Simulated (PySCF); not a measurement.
# SnH+: from the state search to spectroscopic constants

One job finds the state of SnH+, follows it along the bond with each method and fits the curves.

Program: PySCF 2.14.0. Level of theory: Sn def2-SVPD with ECP28, H def2-SVPD, scalar-relativistic core potentials. These are calculated values, not measurements.

## 1. Input

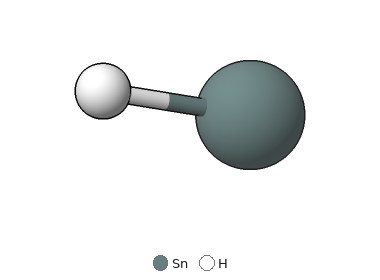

The two atoms at the starting distance (tin teal, hydrogen white).

A driver script around PySCF takes these settings:

```
atoms                         : Sn, H
charge                        : 1
basis                         : Sn def2-SVPD with ECP28, H def2-SVPD
Hamiltonian                   : scalar-relativistic core potentials
basis functions               : 40
electrons treated             : 22
masses in u                   : 119.9022, 1.0078
levels                        : PBE0, PBE, r²SCAN, B3LYP, PBEsol, PW91, LC-ωPBE, HF, MP2, SCS-MP2, CCSD, CCSD(T)
grid                          : 80 radial by 434 angular points
occupations                   : held fixed by the projection of orbital angular momentum
dissociation limit            : Sn+ + H, each in its ground configuration
starting distance in angstrom : 1.770
values of 2S to try           : 0, 2
```

Launch:

```bash
$ OMP_NUM_THREADS=1 python dia.py task.json out
```

Further steps of the session: First curve: PBE0; Other states along the same grid; PBE (GGA); r²SCAN; B3LYP (global hybrid GGA); PBEsol (GGA); PW91; LC-ωPBE; RHF; Adding correlation.

Q: Predict the outcome of this session. Wanted: for each run, Re; ωe; De; μ.

As calculated:

Lowest PBE0 solution found, without spin–orbit coupling: ¹Σ⁺ (singlet), closed shell. State 2 has its PBE0 minimum 2.18 eV higher. The other levels ran on the lowest alone.

| level | Re (Å) | ωe (cm⁻¹) | De (eV) | μ (D) |
| --- | --- | --- | --- | --- |
| RHF | 1.752 | 1919 | 1.82 | 0.21 |
| RHF-MP2 | 1.752 | 1876 | 2.49 | n/a |
| RHF-SCS-MP2 | 1.755 | 1865 | 2.58 | n/a |
| RHF-CCSD | 1.762 | 1811 | 2.65 | n/a |
| RHF-CCSD(T) | 1.764 | 1801 | 2.67 | n/a |
| PBE | 1.791 | 1739 | 2.72 | -0.04 |
| PBEsol | 1.787 | 1746 | 2.85 | 0.06 |
| PW91 | 1.788 | 1747 | 2.74 | -0.03 |
| r²SCAN | 1.770 | 1806 | 2.72 | 0.05 |
| B3LYP | 1.779 | 1785 | 2.77 | -0.05 |
| PBE0 | 1.771 | 1814 | 2.67 | 0.05 |
| LC-ωPBE | 1.749 | 1902 | 2.62 | 0.20 |

De is counted to Sn+ + H in their ground configurations. A positive dipole points from Sn to H; in an ion it is taken about the centre of mass and does not tell which atom is negative.

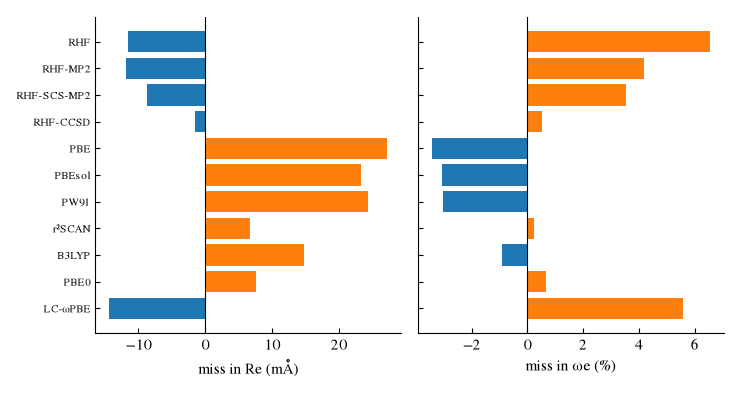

Differences in bond length and wavenumber from CCSD(T) in the same basis.

In words: Judged by CCSD(T) in the same basis: best bond length RHF-CCSD (-1 mÅ), worst PBE (+27 mÅ); best wavenumber r²SCAN (+0.2 %), worst RHF (+6.5 %). Hartree–Fock makes the bond too short and too stiff against this reference, as it mostly does. PBE has the long and soft bond that GGAs tend to give. CCSD(T) in a basis this small is itself some way from its limit, more so than the functionals. Among the levels with a De in the table, it runs from 1.82 eV (RHF) to 2.85 eV (PBEsol).

Correlated steps freeze 4 core orbitals. Spin–orbit coupling is left out, which matters for elements this heavy, above all for dissociation energies.
